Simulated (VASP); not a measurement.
Band structure of AgCl (rock salt). All values below come from PBE GGA, VASP's PBE PAW potentials (set 64) (plane waves; VASP).

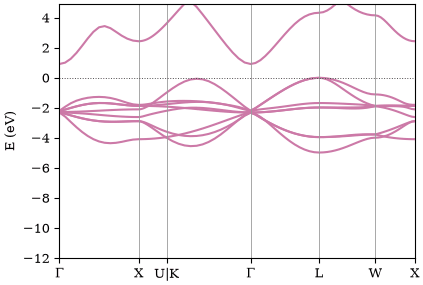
Figure. Bands along high-symmetry lines, zero at the valence-band maximum or, without a gap, the Fermi level

**Question.** Read the plot: is there a gap, and where are the band edges?

**Answer.** The gap is indirect, 0.92 eV, from the valence maximum at L to the conduction minimum at Γ. (Edges off the drawn lines would not show.)

The compound is AgCl in the rock salt structure. It was relaxed first.
